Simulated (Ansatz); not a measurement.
System: CH6BBrOSSi.

The calculation's input:

```
crystal:
  periodic: [false, false, false]
  atoms:
    - { symbol: C, position_ang: [-0.4774, 1.402, -0.3356] }
    - { symbol: B, position_ang: [0.4715, 0.4689, 0.4057] }
    - { symbol: O, position_ang: [1.6529, 1.0026, 1.0153] }
    - { symbol: Si, position_ang: [0.1592, -1.4164, 0.5149] }
    - { symbol: S, position_ang: [-0.0311, -2.2618, -1.4761] }
    - { symbol: Br, position_ang: [-1.8814, -1.7134, 1.5793] }
    - { symbol: H, position_ang: [-1.4977, 1.4002, 0.1374] }
    - { symbol: H, position_ang: [-0.1077, 2.5054, -0.3042] }
    - { symbol: H, position_ang: [-0.6088, 1.1576, -1.368] }
    - { symbol: H, position_ang: [2.3781, 0.9492, 0.3442] }
    - { symbol: H, position_ang: [1.1461, -2.1001, 1.2887] }
    - { symbol: H, position_ang: [-1.1266, -1.4494, -1.7677] }
basis:
  gaussian: { orbitals: def2-SVP }
hamiltonian:
  xc: b3lyp
relax:
  f_tol: 0.015
  max_steps: 40
output:
  orbitals: {}
```

Launched as:

```sh
ansatz run input.yaml --threads 2 --pin off --max-ram 3072MiB --backend cpu --events-out ev --progress --plain --runs-dir out
```

The fields are those of the relaxed geometry.

All numbers below come from Ansatz, RKS B3LYP/def2-SVP.

### What can the converged electron density and electron localisation function tell about the bonding?

B–O (1.35 Å): ρ is about 2.2 e/Å³ halfway; the ELF peaks at about 0.90 between the atoms, as expected for a shared but strongly polarised pair.
C–B (1.57 Å): ρ at the midpoint is about 1.4 e/Å³; the ELF peaks at about 1 between the atoms, as expected for localised, covalent bonding.
Si–B (2.04 Å): ρ at the midpoint is about 0.81 e/Å³; the ELF peaks at about 1 between the atoms: a shared electron pair.
O–H (0.97 Å): ρ at the midpoint is about 3.6 e/Å³; the ELF climbs to about 1 towards the hydrogen, as it does in any bond to H: an ordinary covalent bond to hydrogen.

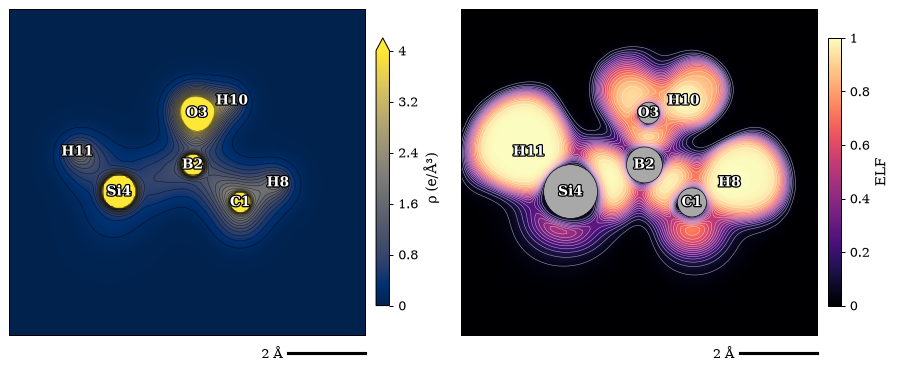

Computed electron density and electron localisation function on the plane of atoms B2, Si4 and H11, in this order. Grey discs cover the atomic cores in the ELF map. 
